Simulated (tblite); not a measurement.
## Geometry relaxation, with input and output: C$_{3}$H$_{10}$O$_{5}$Si (part 3 of 3)

Continued. System: C$_{3}$H$_{10}$O$_{5}$Si. Method: GFN2-xTB geometry optimisation, gas phase (tblite 0.8.0). 

Geometry of the input (Å):
```
O  -0.0733  0.9463  -1.3582
Si -0.0064  0.0112  -0.0294
O  -0.9913  0.6675  1.1129
O  -0.3750  -1.5139  -0.5132
O  1.4853  -0.0947  0.7211
H  -0.2099  1.8954  -1.2213
H  -0.8577  0.4467  2.0189
H  -1.0366  -1.6090  -1.1657
H  2.1230  -0.7233  0.3319
O  0.7164  1.6070  0.5913
C  1.1881  2.6513  0.9645
C  0.5337  3.4571  2.0653
C  2.4508  3.2236  0.3967
H  0.0734  4.3500  1.6082
H  1.2774  3.8480  2.7909
H  -0.2322  2.8701  2.5960
H  3.2751  3.1519  1.1255
H  2.7417  2.6481  -0.5225
H  2.3445  4.2958  0.1493
```

**Trajectory as extended XYZ, continued**
```
19
Properties=species:S:1:pos:R:3:forces:R:3 step=184 energy=-918.92407
O     0.0115    0.7948   -1.2578   -0.0120  -0.0160  -0.0040
Si    0.1632   -0.1529    0.0370   -0.0140   0.0110   0.0100
O    -0.8552    0.3871    1.1848    0.0180   0.0320  -0.0380
O    -0.0968   -1.6905   -0.4317   -0.0390   0.0180  -0.0260
O     1.6528   -0.1561    0.7172    0.0030  -0.0040   0.0020
H    -0.0860    1.7463   -1.1359    0.0090   0.0000   0.0310
H    -0.8234   -0.0108    2.0486    0.0010  -0.0230   0.0380
H    -0.8324   -1.8481   -1.0168    0.0420  -0.0120   0.0140
H     2.2958   -0.7531    0.3461    0.0020  -0.0190  -0.0160
O     0.0184    3.3724   -0.2218    0.0030  -0.0020   0.0110
C     0.8578    3.3912    0.6497   -0.0260   0.0180  -0.0200
C     0.5420    3.7718    2.0696    0.0050   0.0350   0.0080
C     2.2854    3.0064    0.3985   -0.0120   0.0120  -0.0100
H     0.9138    4.7781    2.2636   -0.0050  -0.0300  -0.0180
H     1.0369    3.0883    2.7537   -0.0030  -0.0040   0.0060
H    -0.5316    3.7556    2.2347    0.0010   0.0030  -0.0150
H     2.3789    1.9599    0.6888    0.0310  -0.0010   0.0130
H     2.5240    3.0857   -0.6591    0.0030   0.0120   0.0150
H     2.9720    3.6029    0.9926   -0.0080  -0.0300   0.0010
19
Properties=species:S:1:pos:R:3:forces:R:3 step=195 energy=-918.92937
O    -0.0363    0.7770   -1.2281   -0.0060   0.0060  -0.0080
Si    0.1644   -0.1779    0.0545    0.0090   0.0020  -0.0100
O    -0.7730    0.3733    1.2627    0.0150   0.0360  -0.0330
O    -0.1499   -1.7044   -0.4144   -0.0010   0.0120  -0.0160
O     1.6868   -0.2058    0.6580    0.0200   0.0140   0.0010
H    -0.0930    1.7315   -1.0988   -0.0090  -0.0040   0.0020
H    -0.7076   -0.0423    2.1160   -0.0010  -0.0360   0.0410
H    -0.8431   -1.8289   -1.0553   -0.0110  -0.0190   0.0090
H     2.3319   -0.7202    0.1812   -0.0070  -0.0270   0.0070
O     0.0369    3.3591   -0.2527   -0.0040   0.0070   0.0100
C     0.8526    3.3973    0.6403    0.0230   0.0010  -0.0070
C     0.5045    3.8210    2.0392    0.0010  -0.0040  -0.0240
C     2.2830    2.9905    0.4388    0.0090  -0.0140  -0.0060
H     1.0041    4.7596    2.2697    0.0070   0.0180   0.0100
H     0.8563    3.0670    2.7387   -0.0080   0.0050   0.0080
H    -0.5690    3.9496    2.1389   -0.0120  -0.0040   0.0040
H     2.3560    1.9378    0.7149   -0.0050   0.0060   0.0050
H     2.5627    3.0819   -0.6076   -0.0020   0.0060   0.0050
H     2.9598    3.5631    1.0659   -0.0160  -0.0040   0.0030
19
Properties=species:S:1:pos:R:3:forces:R:3 step=205 energy=-918.93247
O    -0.0484    0.7864   -1.2064   -0.0110   0.0180   0.0040
Si    0.1883   -0.1812    0.0600    0.0250   0.0010  -0.0190
O    -0.6924    0.3799    1.3091    0.0340  -0.0500  -0.0180
O    -0.1612   -1.7018   -0.4069   -0.0220   0.0340   0.0130
O     1.7344   -0.2329    0.5986   -0.0090   0.0200   0.0210
H    -0.0951    1.7415   -1.0724   -0.0020  -0.0250  -0.0100
H    -0.6884   -0.1128    2.1250    0.0150   0.0140  -0.0190
H    -0.8892   -1.8193   -1.0098    0.0050  -0.0060   0.0120
H     2.3573   -0.7535    0.0993   -0.0270  -0.0210  -0.0010
O     0.0514    3.3788   -0.2779    0.0110   0.0060   0.0190
C     0.8522    3.4143    0.6293    0.0020  -0.0110   0.0120
C     0.4820    3.8508    2.0178   -0.0330   0.0060   0.0040
C     2.2784    2.9819    0.4597    0.0030  -0.0140  -0.0130
H     1.0377    4.7462    2.2879    0.0090   0.0010   0.0030
H     0.7471    3.0594    2.7155   -0.0070   0.0220  -0.0010
H    -0.5839    4.0530    2.0785    0.0060  -0.0070   0.0050
H     2.3274    1.9266    0.7323   -0.0030   0.0180   0.0020
H     2.5780    3.0708   -0.5814    0.0250   0.0080   0.0100
H     2.9515    3.5407    1.1038   -0.0220  -0.0150  -0.0210
19
Properties=species:S:1:pos:R:3:forces:R:3 step=215 energy=-918.93642
O    -0.1182    0.7832   -1.1908    0.0020   0.0040  -0.0010
Si    0.2032   -0.2025    0.0408    0.0010   0.0000  -0.0050
O    -0.5945    0.3329    1.3556    0.0060   0.0050  -0.0020
O    -0.1836   -1.7154   -0.4198    0.0010   0.0020   0.0020
O     1.7771   -0.2698    0.4868   -0.0020   0.0040   0.0080
H    -0.1320    1.7386   -1.0526    0.0090  -0.0150  -0.0060
H    -0.5220   -0.1729    2.1599    0.0020   0.0080   0.0010
H    -0.9451   -1.8240   -0.9807   -0.0090  -0.0020   0.0010
H     2.3454   -0.8500   -0.0111    0.0090  -0.0010  -0.0120
O     0.0791    3.3786   -0.2962    0.0010   0.0030   0.0010
C     0.8563    3.4351    0.6302    0.0000  -0.0090   0.0050
C     0.4486    3.9225    1.9912   -0.0020   0.0090   0.0040
C     2.2799    2.9770    0.5131    0.0070  -0.0020   0.0000
H     1.0848    4.7450    2.3102   -0.0030  -0.0020  -0.0080
H     0.5716    3.1033    2.6966   -0.0040   0.0040   0.0070
H    -0.5902    4.2406    1.9836    0.0010  -0.0060   0.0050
H     2.3017    1.9151    0.7612   -0.0120   0.0030   0.0010
H     2.6296    3.0817   -0.5106   -0.0020   0.0040  -0.0080
H     2.9352    3.5101    1.1948   -0.0030  -0.0090   0.0050
19
Properties=species:S:1:pos:R:3:forces:R:3 step=225 energy=-918.93760
O    -0.1286    0.7739   -1.1986    0.0150   0.0260   0.0080
Si    0.2170   -0.2056    0.0318   -0.0010  -0.0070  -0.0180
O    -0.5472    0.3474    1.3602    0.0340  -0.0290  -0.0030
O    -0.1892   -1.7175   -0.4146   -0.0160   0.0010   0.0090
O     1.8001   -0.2816    0.4448   -0.0340   0.0070   0.0010
H    -0.1338    1.7298   -1.0633    0.0050  -0.0110  -0.0090
H    -0.4479   -0.1495    2.1674   -0.0080   0.0160   0.0000
H    -0.9708   -1.8271   -0.9480    0.0140   0.0080   0.0150
H     2.3620   -0.8429   -0.0811    0.0010  -0.0050  -0.0090
O     0.0831    3.3810   -0.3013   -0.0180  -0.0070   0.0120
C     0.8477    3.4332    0.6357    0.0080  -0.0060   0.0120
C     0.4332    3.9430    1.9869   -0.0080   0.0200   0.0030
C     2.2654    2.9532    0.5387    0.0290   0.0080   0.0000
H     1.1017    4.7363    2.3136   -0.0140   0.0110   0.0000
H     0.5041    3.1251    2.7014    0.0010  -0.0060  -0.0210
H    -0.5902    4.3079    1.9586    0.0130  -0.0110   0.0000
H     2.2651    1.8869    0.7677    0.0030   0.0110  -0.0010
H     2.6358    3.0715   -0.4761   -0.0070  -0.0140  -0.0200
H     2.9195    3.4641    1.2381   -0.0140  -0.0120   0.0220
19
Properties=species:S:1:pos:R:3:forces:R:3 step=236 energy=-918.93965
O    -0.1284    0.7643   -1.2002   -0.0010  -0.0040  -0.0090
Si    0.2500   -0.2248    0.0119   -0.0050  -0.0040   0.0070
O    -0.4108    0.3566    1.3834    0.0030   0.0030   0.0050
O    -0.2367   -1.7248   -0.3905    0.0080   0.0000   0.0060
O     1.8496   -0.3464    0.3329    0.0000  -0.0020  -0.0040
H    -0.1144    1.7199   -1.0615    0.0010   0.0110  -0.0030
H    -0.3019   -0.1544    2.1803    0.0040   0.0040   0.0000
H    -1.0552   -1.8122   -0.8685   -0.0110   0.0030  -0.0060
H     2.3732   -0.8881   -0.2500    0.0050  -0.0080   0.0000
O     0.0858    3.3563   -0.2999   -0.0010  -0.0010  -0.0090
C     0.8353    3.4351    0.6478    0.0010   0.0100  -0.0010
C     0.3988    4.0076    1.9661   -0.0050  -0.0050  -0.0050
C     2.2459    2.9274    0.5964    0.0000  -0.0030  -0.0020
H     1.1096    4.7475    2.3242    0.0070   0.0070   0.0000
H     0.3598    3.1923    2.6858    0.0070  -0.0050   0.0110
H    -0.5886    4.4512    1.8783   -0.0190  -0.0030   0.0020
H     2.2153    1.8524    0.7731    0.0010  -0.0100   0.0060
H     2.6636    3.0788   -0.3959    0.0010   0.0010  -0.0030
H     2.8761    3.3902    1.3483    0.0040   0.0060   0.0060
19
Properties=species:S:1:pos:R:3:forces:R:3 step=246 energy=-918.94129
O    -0.1034    0.7624   -1.2142    0.0100   0.0000  -0.0560
Si    0.2742   -0.2210    0.0012   -0.0280  -0.0190   0.0340
O    -0.3292    0.4060    1.3798    0.0080   0.0040   0.0090
O    -0.2825   -1.7073   -0.3587   -0.0300  -0.0150  -0.0290
O     1.8755   -0.3970    0.2781    0.0480  -0.0330  -0.0190
H    -0.0674    1.7188   -1.0867   -0.0200   0.0280   0.0130
H    -0.2422   -0.1090    2.1768    0.0080   0.0030   0.0020
H    -1.1058   -1.7659   -0.8344    0.0200  -0.0020   0.0170
H     2.3593   -0.9858   -0.2951   -0.0240   0.0340   0.0300
O     0.0847    3.3461   -0.3043   -0.0050   0.0080   0.0150
C     0.8213    3.4259    0.6534    0.0190   0.0300  -0.0030
C     0.3764    4.0116    1.9636   -0.0070   0.0010  -0.0130
C     2.2326    2.9194    0.6198    0.0260  -0.0090  -0.0010
H     1.0579    4.7964    2.2858   -0.0160  -0.0210  -0.0180
H     0.3886    3.2201    2.7108    0.0050   0.0050  -0.0100
H    -0.6312    4.4077    1.8761   -0.0140   0.0010   0.0150
H     2.2005    1.8421    0.7781    0.0030  -0.0190  -0.0110
H     2.6707    3.0905   -0.3613   -0.0110  -0.0120   0.0210
H     2.8469    3.3680    1.3933    0.0080   0.0170   0.0030
19
Properties=species:S:1:pos:R:3:forces:R:3 step=256 energy=-918.94292
O    -0.0571    0.7648   -1.2415   -0.0020   0.0040   0.0000
Si    0.2771   -0.2164   -0.0095    0.0010   0.0050  -0.0010
O    -0.3300    0.4421    1.3525    0.0000   0.0010   0.0070
O    -0.3024   -1.6958   -0.3630   -0.0030  -0.0020   0.0000
O     1.8703   -0.4234    0.2941    0.0020   0.0010   0.0040
H    -0.0508    1.7210   -1.1026   -0.0010  -0.0010  -0.0020
H    -0.2367   -0.0496    2.1632    0.0020  -0.0010   0.0020
H    -1.1376   -1.7465   -0.8174   -0.0020  -0.0020  -0.0030
H     2.3512   -1.0222   -0.2693    0.0020   0.0010  -0.0030
O     0.0815    3.3438   -0.3002    0.0030   0.0020   0.0000
C     0.8183    3.4183    0.6574   -0.0010   0.0020  -0.0040
C     0.3715    3.9895    1.9729   -0.0020  -0.0040   0.0010
C     2.2342    2.9223    0.6195    0.0010  -0.0030  -0.0010
H     0.9991    4.8353    2.2455   -0.0050   0.0040   0.0010
H     0.4805    3.2240    2.7380    0.0010   0.0000  -0.0020
H    -0.6670    4.3037    1.9184    0.0040  -0.0020  -0.0020
H     2.2109    1.8441    0.7765    0.0010  -0.0030   0.0040
H     2.6668    3.0960   -0.3627    0.0000  -0.0030  -0.0020
H     2.8471    3.3780    1.3903   -0.0010   0.0020   0.0020
```

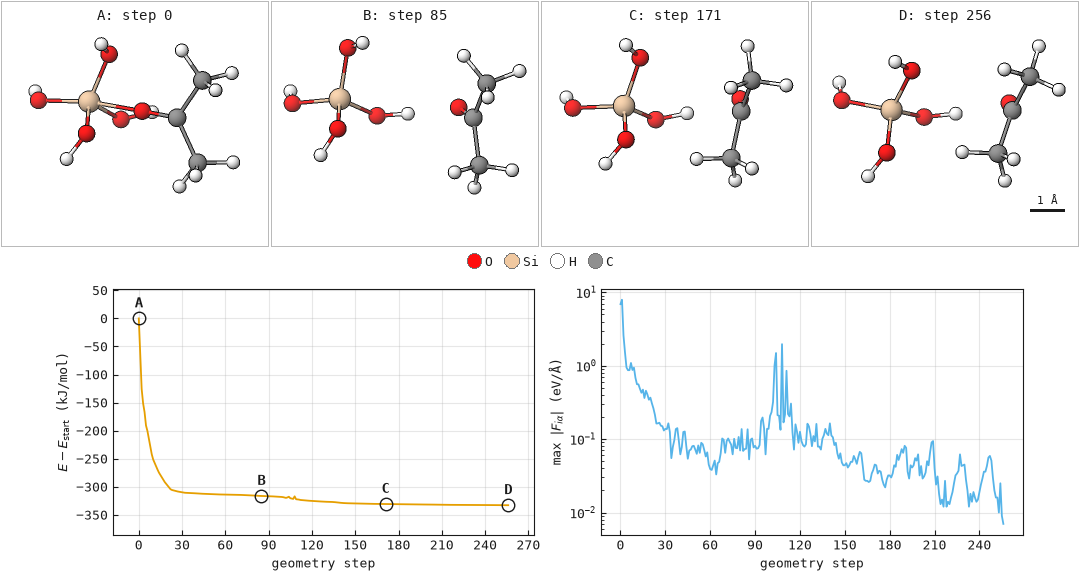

Frames of the relaxation (ball-and-stick view, seen at a tilt) above the curves, on which the letters mark them (steps are counted from 0).

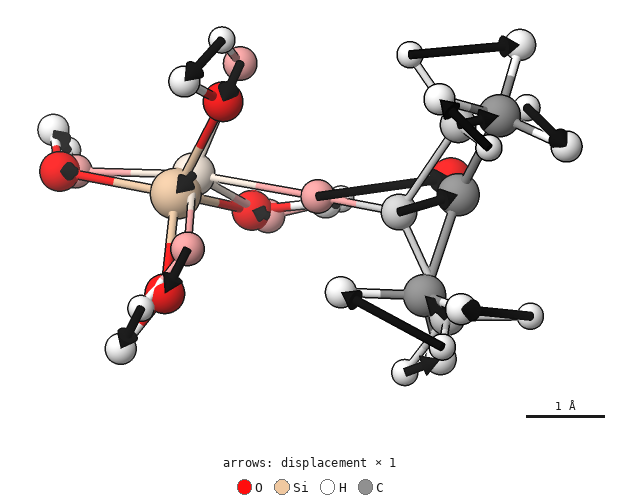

Start (faint) and end (solid) with the displacements as black arrows, at true length (ball-and-stick view, seen at a tilt). The two geometries are laid on each other by the best rigid fit. O10 moves most after the best rigid fit: 2.05 Å. By element the largest moves are O 2.05 Å, H 1.71 Å, C 0.92 Å, Si 0.38 Å. Among the contacts that change: Si2–O10 1.859 → 3.577 Å, Si2–O5 1.673 → 1.635 Å, C13–H18 1.123 → 1.087 Å, O5–H9 0.976 → 0.952 Å. Bonds break: Si2–O10 (1.86 → 3.58 Å). Among the angles that change: C11–C12–H15 111.9° → 108.6°, C11–C13–H17 110.8° → 107.6°, H14–C12–H15 105.4° → 108.2°. Over 256 geometry steps the energy falls by 332.7 kJ/mol. Largest force component: 6.9 eV/Å at the start, 0.007 eV/Å at the end. (Atoms are counted from 1 in the order of the input.)

**Results in brief**

| quantity | value |
| --- | --- |
| outcome | converged |
| total energy | −918.9429 eV |
| wall time | 2.2 s |
| peak memory | 0.3 GiB |

The bonding changed during the run.
